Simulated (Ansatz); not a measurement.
# Run report: SiH4, single-point calculation

System: SiH4.
Method: direct RPA on PBE orbitals, frozen core/def2-TZVPP (Ansatz 0.2.0).

The geometry comes from this level: PBE0-D4/def2-TZVP.

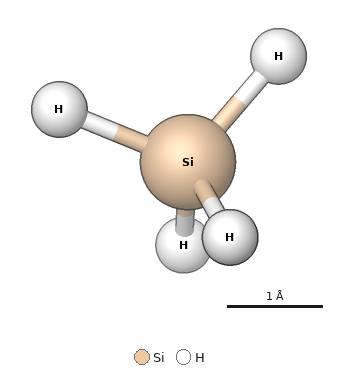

*The structure (ball-and-stick view, seen at a tilt).*

Bond lengths as drawn: H–Si 1.48 Å.

Key numbers:

```csv
quantity,value
outcome,converged
total energy,−7933.5799 eV
mean-field energy,−7925.0498 eV
SCF solution under orbital rotations,stable
hardware,"4 CPU threads, shared host"
peak memory,0.97 GiB
```

Input file:
```yaml
crystal:
  periodic: [false, false, false]
  atoms:
    - {symbol: Si, position_ang: [2.887565, 0.181040, -0.853215]}
    - {symbol: H, position_ang: [1.698421, -0.705260, -0.920720]}
    - {symbol: H, position_ang: [2.447022, 1.598373, -0.817957]}
    - {symbol: H, position_ang: [3.664812, -0.126272, 0.373814]}
    - {symbol: H, position_ang: [3.739977, -0.042680, -2.047992]}
basis:
  gaussian: {orbitals: def2-TZVPP}
hamiltonian: {xc: pbe}
correlation: {method: rpa}
```

Run as:
```bash
ansatz run in.yaml --threads 4 --pin off --events-out ev --progress --plain --max-ram 66560MiB --backend cpu
```

Log:
```
Functional definition: PBE
  name "PBE"
  cite "Perdew, Burke & Ernzerhof, Phys. Rev. Lett. 77, 3865 (1996) doi:10.1103/PhysRevLett.77.3865"
  parent pbe
  parameter kappa = 0.804
  parameter beta = 0.06672455060314922
  exchange = pbe_x(kappa = kappa, mu = beta*pi^2/3)
  correlation = pbe_c(beta = beta)
537 factors; integrals over basis functions are off by at most 8.2e-4 eV
mean field evaluation 1: about -7937.3043 eV, gradient 1.4e1 eV
mean field evaluation 2: about -7937.2992 eV, gradient 1.4e1 eV
mean field evaluation 4: about -7938.1374 eV, gradient 2.7e0 eV
mean field evaluation 8: about -7938.1528 eV, gradient 2.4e-2 eV
mean field -7938.15283552 eV, -291.7217360322 hartree, gradient 4.5e-6 eV, S^2 0.000000; 0 other end points of the search recorded, 0 dependent functions left out
5 core orbitals not correlated: weight in the atoms' cores, before any rotation towards them, 1.000 or more for the frozen orbitals, at most 0.000 for the correlated occupied ones
reference -7925.04978757 eV, -291.2402079016 hartree; 4, 4 occupied and 89, 89 virtual orbitals, 537 factors
Total energy: -7933.57986973 eV, -291.5536826389 hartree
```
